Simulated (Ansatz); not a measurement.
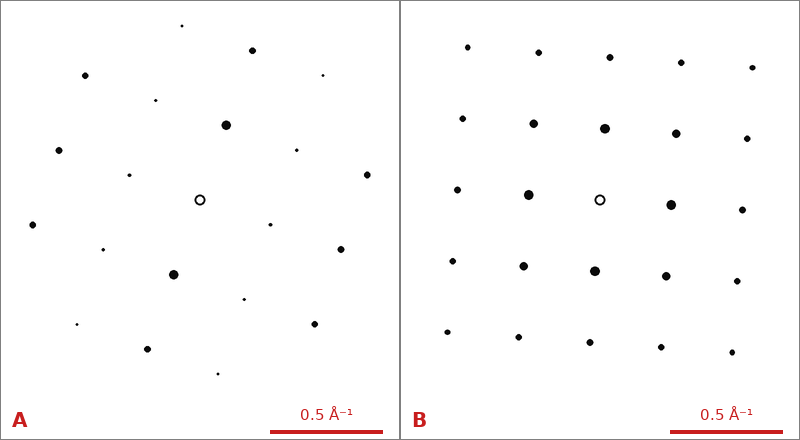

Kinematic electron diffraction patterns (200 kV, B = 0.5 Å², same scale, each along a low-index zone) of two structures of composition K2Rh, each relaxed at zero pressure with Ansatz, DFT PBE, scalar-relativistic, plane waves, PAW.

The structures (standard cells):
1. P6/mmm (No. 191), a = 5.617 Å, c = 2.972 Å (hexagonal axes), 3 atoms; generated start, possibly hypothetical
2. I4_1/amd (No. 141), a = 6.225 Å, c = 12.011 Å, 12 atoms; generated start, possibly hypothetical

Q: Which pattern belongs to which structure, and along which zone?

A: A is structure 1 along [210] or an equivalent direction: rectangular net of 0 0 1 (weak) at d = 2.97 Å and 1 -2 0 at d = 2.81 Å, 90.0° apart (some points of this net are extinct or too weak to see). B is structure 2 along [001]: square net of 2 0 0 at d = 3.11 Å and 0 2 0 at d = 3.11 Å, 90.0° apart (some points of this net are extinct or too weak to see).

Q: Which structure lies lowest at this level of theory, and by how much?

A: Structure 1 (P6/mmm, 27.07 Å³ an atom) is the lowest of these; structure 2 (I4_1/amd, 38.79 Å³ an atom) lies about 170 meV an atom higher. These are static energies at 0 K; other structures, not shown, may lie lower still.
